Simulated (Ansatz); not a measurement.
```xyz
9

N    -0.3736    0.8632   -0.2114
C    -0.2882   -0.2457    0.8520
Si    0.7101   -0.8119   -0.6432
O     0.2441   -1.7585   -1.7878
H    -1.3037    0.9558   -0.6290
H    -0.0185    1.7792    0.0781
H     0.2153    0.1127    1.7599
H    -1.2751   -0.6705    1.0747
H     2.0896   -0.2243   -0.4932
```

Level of theory: RKS revPBE-D4/6-31G* in Ansatz 0.2.0.

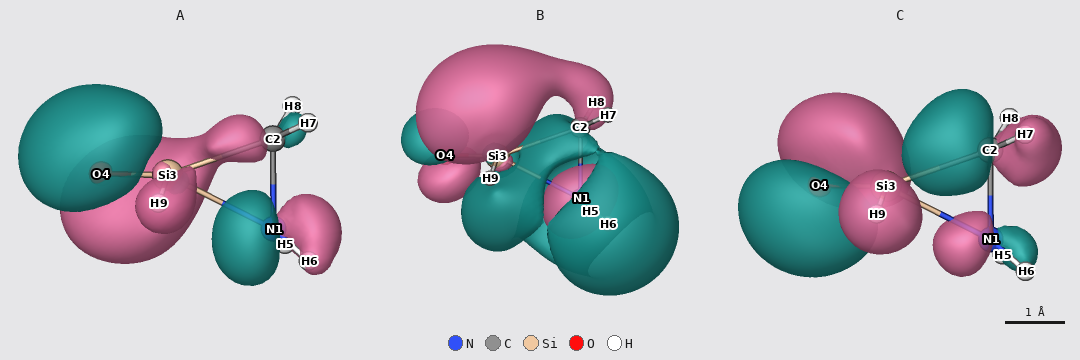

CH₅NOSi. Three frontier orbitals at ±0.08 Å⁻³ᐟ² (teal and pink are the two phases), in no order.

Question: Order the three orbitals by energy and name them.

Answer: A is the HOMO−1 (−5.48 eV). By Hirshfeld shares it lies mainly on O4 (about 70 %), Si3 (about 15 %) and N1 (about 10 %); largely a lone pair of O4. C is the HOMO (−5.07 eV). Its weight (Hirshfeld) is mainly on O4 (about 70 %) and C2 (about 10 %); largely a lone pair of O4. B is the LUMO (−0.20 eV). By Hirshfeld shares it lies mainly on Si3 (about 35 %), N1 (about 15 %), H6 (about 15 %), O4 (about 10 %), H5 (about 10 %) and C2 (about 10 %).

Question: What is the HOMO–LUMO gap?

Answer: 4.87 eV between the orbital energies.
